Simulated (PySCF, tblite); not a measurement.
# C4H4F radical: geometry, infrared bands and EPR parameters

Wanted: the infrared bands and EPR parameters of C4H4F radical (`C=C1[CH][C@@H]1F`), by calculation.

Programs: tblite 0.8.0 and PySCF 2.14.0, with density-fitted response routines of our own. Each step states its level of theory. These are calculated values for one molecule in the gas phase, unless marked as measured. Atoms count from 0, in the outputs and in this text.

## Step 1: Starting geometry

9 atoms, charge 0, multiplicity 2; geometry from: force field or distance geometry start.

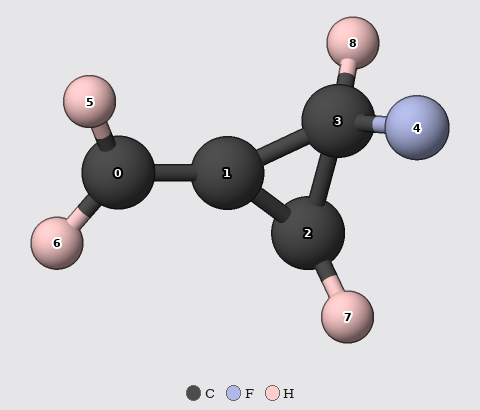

The starting geometry (carbon dark grey, fluorine light blue, hydrogen pink), atoms numbered; sticks join atoms by distance.

## Step 2: Relaxing the molecule with GFN2-xTB

What the job is given:

```
{"job": {"kind": "relax", "xc": "GFN2-xTB", "basis": "xTB"}, "charge": 0, "multiplicity": 2}
C      1.449400    -0.326000    -0.439800
C      0.194900     0.033400    -0.201500
C     -0.700300     1.074600    -0.153100
C     -1.093800    -0.300000     0.188500
F     -1.353200    -0.563400     1.536700
H      1.755300    -1.353700    -0.326200
H      2.177500     0.409400    -0.762200
H     -0.652700     1.861400     0.595800
H     -1.763500    -0.829700    -0.463400
```

The run is started by

```
> OMP_NUM_THREADS=1 python probes_run.py task.json out
```

This one command runs all jobs of the session in turn.

Log:

```text
step      E/eV     max force
  0    -412.73762    4.052
  1    -412.86092    3.598
  2    -412.97671    0.829
  3    -413.01562    0.837
  4    -413.05641    0.673
  5    -413.09984    0.541
  6    -413.11984    0.384
  7    -413.13767    0.370
  8    -413.15341    0.358
  9    -413.16860    0.359
 10    -413.18527    0.420
 11    -413.19901    0.326
 12    -413.20626    0.208
 13    -413.20989    0.157
 14    -413.21238    0.145
 15    -413.21448    0.138
 16    -413.21585    0.087
 17    -413.21647    0.092
 18    -413.21691    0.066
 19    -413.21740    0.070
 20    -413.21816    0.063
 21    -413.21856    0.056
 22    -413.21905    0.056
 23    -413.21955    0.063
 24    -413.22009    0.057
 25    -413.22045    0.066
 26    -413.22068    0.058
 27    -413.22086    0.038
 28    -413.22103    0.044
 29    -413.22116    0.034
 30    -413.22123    0.023
 31    -413.22129    0.023
 32    -413.22136    0.027
 33    -413.22142    0.027
 34    -413.22146    0.016
 35    -413.22148    0.015
 36    -413.22150    0.016
 37    -413.22153    0.019
 38    -413.22155    0.015
 39    -413.22157    0.012
 40    -413.22158    0.011
 41    -413.22160    0.012
 42    -413.22161    0.015
 43    -413.22162    0.011
 44    -413.22163    0.005
```

Run time: 0.14 s. Hardware: 1 thread of Arm Neoverse V1, shared host.

Along the way: (not every step is listed)

```tsv
step	energy from step 0 (eV)	largest force (eV/Å)
0	0.0000	4.0524
1	-0.1233	3.5983
2	-0.2391	0.8292
3	-0.2780	0.8368
4	-0.3188	0.6730
5	-0.3622	0.5406
6	-0.3822	0.3842
7	-0.4001	0.3704
8	-0.4158	0.3578
11	-0.4614	0.3259
14	-0.4748	0.1447
17	-0.4789	0.0921
20	-0.4805	0.0626
23	-0.4819	0.0625
26	-0.4831	0.0577
29	-0.4835	0.0338
32	-0.4837	0.0275
35	-0.4839	0.0150
38	-0.4839	0.0154
39	-0.4839	0.0119
40	-0.4840	0.0108
41	-0.4840	0.0119
42	-0.4840	0.0152
43	-0.4840	0.0107
44	-0.4840	0.0049
```

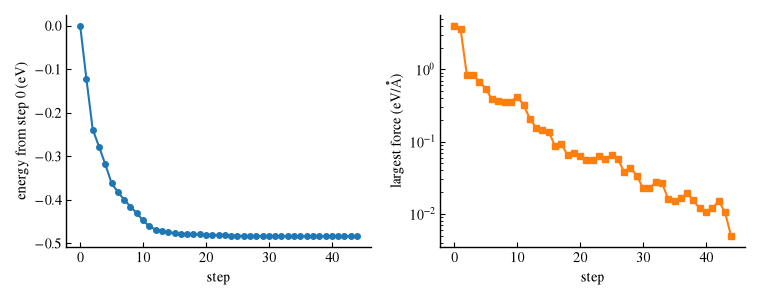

Energy and largest force along the relaxation.

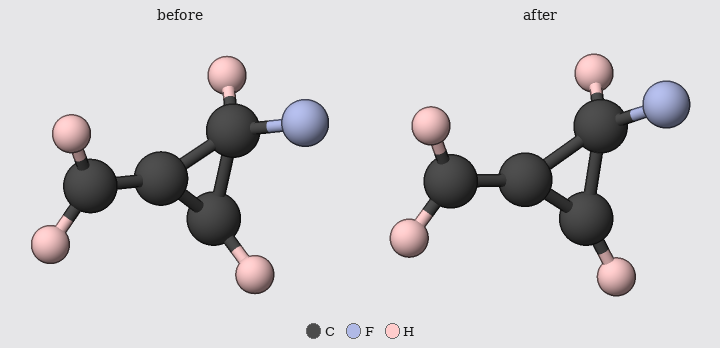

The geometry before (left) and after (right).

Distances of close pairs at the start and the end, largest changes first:

```tsv
bond	before (Å)	after (Å)	change (Å)
C1–C3	1.387	1.488	+0.101
C2–H7	1.087	1.061	-0.026
C0–C1	1.327	1.347	+0.021
C3–F4	1.398	1.385	-0.013
C3–H8	1.074	1.086	+0.012
C1–C2	1.374	1.363	-0.011
C0–H6	1.084	1.076	-0.008
C0–H5	1.078	1.075	-0.003
```

The next job starts from the end point, and lists it.

## Step 3: Harmonic vibrations with GFN2-xTB

What the job is given:

```
{"job": {"kind": "ir", "xc": "GFN2-xTB", "basis": "xTB"}, "charge": 0, "multiplicity": 2}
C      1.500119    -0.347743    -0.455553
C      0.266966     0.086783    -0.131388
C     -0.638207     1.080609     0.091784
C     -1.120373    -0.297439     0.245096
F     -1.372402    -0.786215     1.515897
H      1.749704    -1.392903    -0.411593
H      2.264381     0.342711    -0.767714
H     -0.828105     2.096122     0.333502
H     -1.808521    -0.775932    -0.445211
```

Log:

```text
mode    cm-1     km/mol
  1     203.0      2.18
  2     311.4      5.08
  3     366.8     23.70
  4     399.8      5.07
  5     519.3      3.61
  6     579.7     15.20
  7     773.9     30.49
  8     819.3     10.37
  9     900.2     23.27
 10     926.2     69.07
 11     967.2     12.52
 12    1001.0     23.43
 13    1169.6     22.03
 14    1209.5      1.08
 15    1265.4     28.70
 16    1407.6      2.90
 17    1715.8     19.57
 18    2986.8     26.89
 19    3103.3      4.97
 20    3137.7     14.63
 21    3243.0      1.63
```

Run time: 0.13 s. Hardware: 1 thread of Arm Neoverse V1, shared host.

Which atoms move in the most intense modes:

```tsv
cm⁻¹	km/mol	atoms
367	23.7	H7 67 %, H5 11 %
774	30.5	H5 41 %, H6 34 %, C0 24 %
900	23.3	H7 50 %, C3 23 %
926	69.1	C3 25 %, C2 23 %, F4 21 %, H8 15 %
1001	23.4	H5 32 %, H6 20 %, C0 19 %, C2 11 %
1170	22.0	C3 32 %, C1 24 %, C2 20 %, H8 10 %
1265	28.7	H8 50 %, C3 25 %
2987	26.9	H8 93 %
```

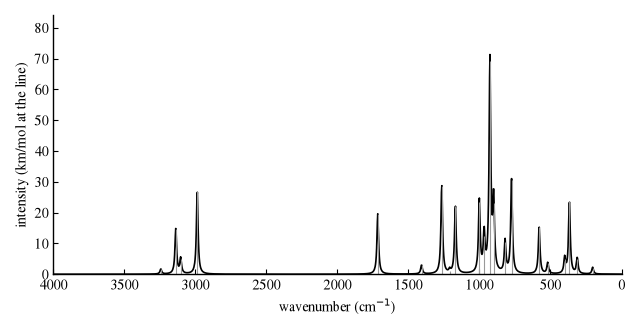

The infrared spectrum from these modes, unscaled. Lines are broadened to a width of 14 cm⁻¹ (Lorentzian).

## Step 4: EPR parameters: B3LYP/pcH-1

Same as in step 3 but for these lines:

```diff
@@ -1,2 +1,2 @@
-{"job": {"kind": "ir", "xc": "GFN2-xTB", "basis": "xTB"}, "charge": 0, "multiplicity": 2}
+{"job": {"kind": "epr", "basis": "pcH-1"}, "charge": 0, "multiplicity": 2}
 C      1.500119    -0.347743    -0.455553
```

Level: UKS B3LYP, pcH-1 on C F H, non-relativistic, mean-field spin-orbit, GIAO.

Log:

```text
UKS, coarse grid
  cycle   1  E = -254.50614902  |g| = 3.65e-01
  cycle   2  E = -254.46466704  |g| = 5.46e-01
  cycle   3  E = -254.55307872  |g| = 6.01e-02
  cycle   4  E = -254.55444353  |g| = 3.24e-02
  cycle   5  E = -254.55499207  |g| = 1.33e-02
  cycle   6  E = -254.55510341  |g| = 4.95e-03
  cycle   7  E = -254.55512859  |g| = 2.61e-03
  cycle   8  E = -254.55513382  |g| = 9.83e-04
UKS, final grid
  cycle   1  E = -254.55515192  |g| = 1.26e-03
  cycle   2  E = -254.55515115  |g| = 1.83e-03
  cycle   3  E = -254.55515264  |g| = 1.65e-04
  cycle   4  E = -254.55515266  |g| = 6.07e-05
  cycle   5  E = -254.55515266  |g| = 4.22e-05
  cycle   6  E = -254.55515266  |g| = 1.27e-05
E = -254.55515266 Eh   <S^2> = 0.7744 (exact 0.7500)
g shifts (ppm)      1          2          3
  rmc          -144       -144       -144
  gc              5         38         28
  oz_so         170        383        708
  total          31        277        592
hyperfine (MHz)  atom isotope    a_iso     a_fc   dipolar eigenvalues
    0   13C      53.51      53.51    -52.17    -51.24    103.42
    1   13C     -51.76     -51.76    -28.93      9.04     19.90
    2   13C      63.86      63.86    -50.33    -46.95     97.28
    3   13C     -10.72     -10.72     -2.84     -0.86      3.70
    4   19F      65.40      65.40    -52.81    -34.46     87.28
    5    1H     -42.40     -42.40    -24.69     -0.99     25.68
    6    1H     -40.10     -40.10    -23.36     -1.42     24.78
    7    1H     -42.59     -42.59    -22.76     -1.21     23.97
    8    1H      34.98      34.98     -2.94     -1.58      4.52
```

Run time: 17 s. Hardware: 1 thread of Arm Neoverse V1, shared host; peak memory 0.59 GiB.

Principal g values 2.00235, 2.00260, 2.00291; g(iso) = 2.00262, against 2.00232 for a free electron.

Hyperfine couplings, nucleus by nucleus at this fixed geometry (no averaging over rotations):

```tsv
nuclei	isotope	a(iso) (MHz)	a(iso) (G, at g = 2.0023)	largest dipolar term (MHz)
F4	19F	65.4	23.3	87.3
C2	13C	63.9	22.8	97.3
C0	13C	53.5	19.1	103.4
C1	13C	-51.8	-18.5	-28.9
H7	1H	-42.6	-15.2	24.0
H5	1H	-42.4	-15.1	25.7
H6	1H	-40.1	-14.3	24.8
H8	1H	35.0	12.5	4.5
C3	13C	-10.7	-3.8	3.7
```

Mulliken spin populations:

```tsv
atom	value (e)
C0	0.70
C1	-0.24
C2	0.61
C3	-0.02
F4	0.01
H5	-0.03
H6	-0.03
H7	-0.02
H8	0.02
```

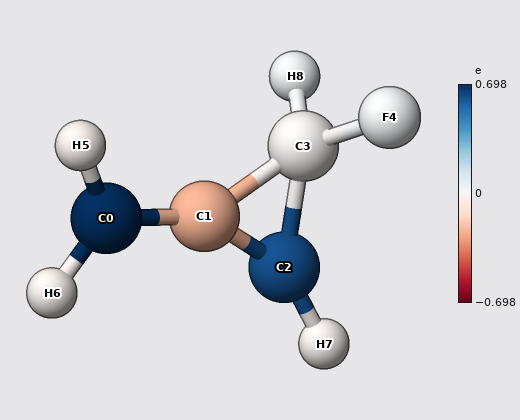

Mulliken spin populations, as colours on the atoms.

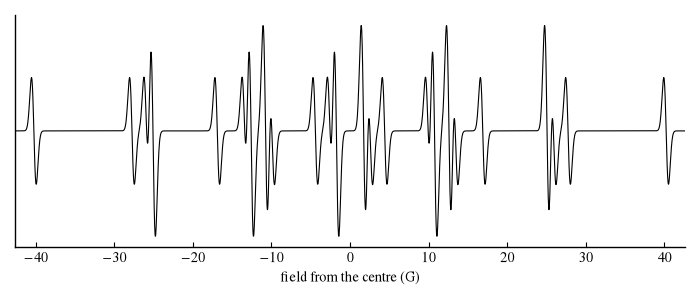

First-order isotropic spectrum (first derivative, main isotopes with spin only, couplings over 0.8 MHz, Gaussian width 0.3 G; couplings of the frozen geometry, rotation of groups not averaged beyond the rows shown).

Orbitals, density, ELF and potential are computed afterwards from the orbital file.

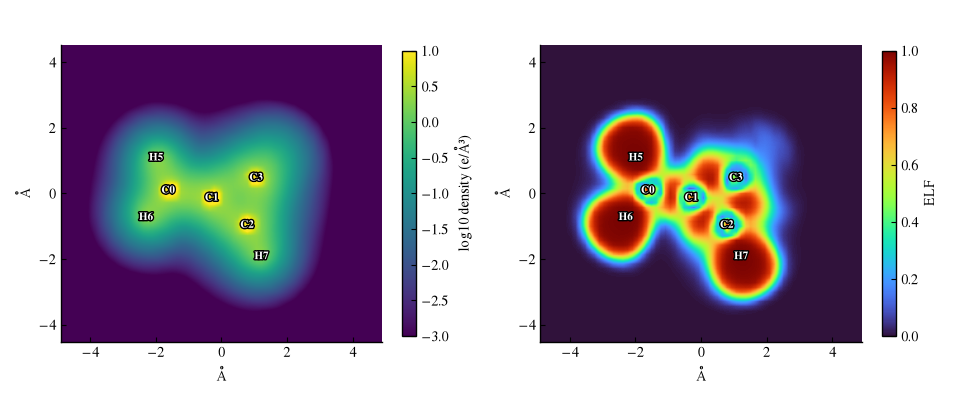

Density (left) and ELF (right) in a plane through or near 7 of the atoms.

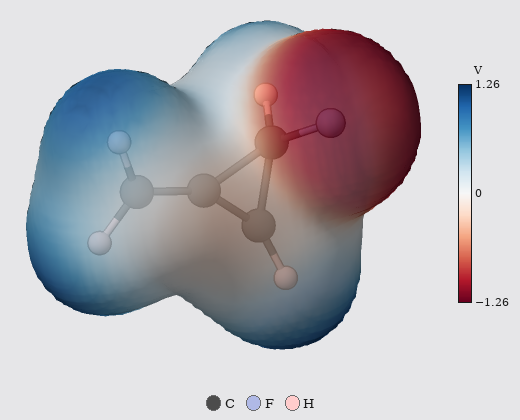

The potential that a unit positive charge feels on the 0.002 e/bohr³ surface, from -1.18 V near F4 to 1.26 V near H7.

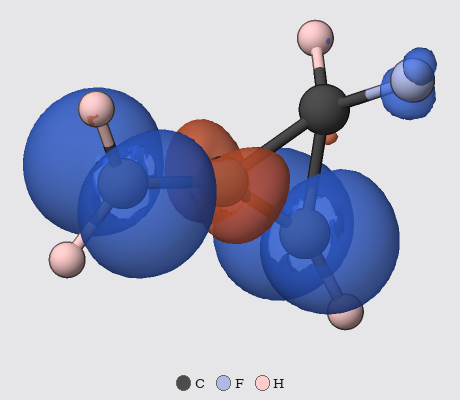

Spin density at ±0.03 e/Å³ (alpha excess blue, beta excess red).

## Step 5: Summary of results

| quantity | value |
| --- | --- |
| strongest single infrared mode (GFN2-xTB) | 926 cm⁻¹, 69 km/mol |
| zero-point energy (GFN2-xTB) | 38.6 kcal/mol |
| g(iso) (B3LYP) | 2.00262 |
| ⟨S²⟩ | 0.774 (exact 0.75) |
| largest a(iso) | 19F on F4, 65.4 MHz |
| potential on the surface of density 0.002 e/bohr³, 1st and 99th percentile | -1.18 V and 1.26 V |

Over 44 steps the energy fell by 0.484 eV; of the close pairs, C1–C3 changed most, 1.387 to 1.488 Å. No mode is imaginary among the 21: a minimum at this level. The strongest single mode, at 926 cm⁻¹, is spread over several atoms, C3, C2, F4, H8 among them. Unscaled tight-binding wavenumbers are off by several per cent, some by more. Its intensities can rank the bands wrongly. The largest spin populations lie on C0 (0.70 e), C2 (0.61 e). The isotropic g lies 0.3 ppt above the free-electron value. The conformer search found further structures of the same energy, which may be mirror or relabelled copies of this one.
